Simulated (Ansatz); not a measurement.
Input file:

```
crystal:
  periodic: [false, false, false]
  atoms:
    - {symbol: O, position_ang: [0.233250, -0.025060, -1.554331]}
    - {symbol: H, position_ang: [0.573482, 0.787698, -1.953749]}
    - {symbol: H, position_ang: [-0.484115, -0.386264, -2.093579]}
    - {symbol: H, position_ang: [0.073563, -0.018625, -0.400683]}
    - {symbol: C, position_ang: [-0.133607, -0.120164, 2.020612]}
    - {symbol: N, position_ang: [-0.046853, -0.063796, 0.889327]}
    - {symbol: H, position_ang: [-0.215720, -0.173689, 3.092403]}
basis:
  gaussian: {orbitals: "def2-TZVPPD.json"}
total_charge: 1
hamiltonian: {xc: pbe0, dispersion: d4}
output: {orbitals: {seedname: orbitals}}
```

Run with:

```sh
ansatz run in.yaml --threads 2 --pin off --events-out ev --progress --plain --max-ram 5222MiB
```

Geometry: PBE0-D4/def2-TZVP.

Computed with Ansatz, RKS PBE0-D4/def2-TZVPPD.

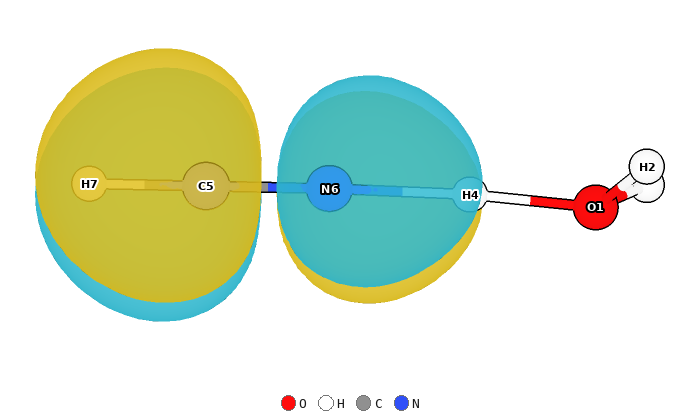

CH₄NO (charge +1). One frontier orbital at ±0.1 Å⁻³ᐟ² (yellow and cyan are the two phases), seen from one side.

**Which orbital is it: HOMO or LUMO?**

The LUMO, at −5.80 eV. Its weight (Hirshfeld) is mainly on C5 (about 50 %), N6 (about 35 %) and H7 (about 10 %); π-antibonding (π*) across C5–N6.
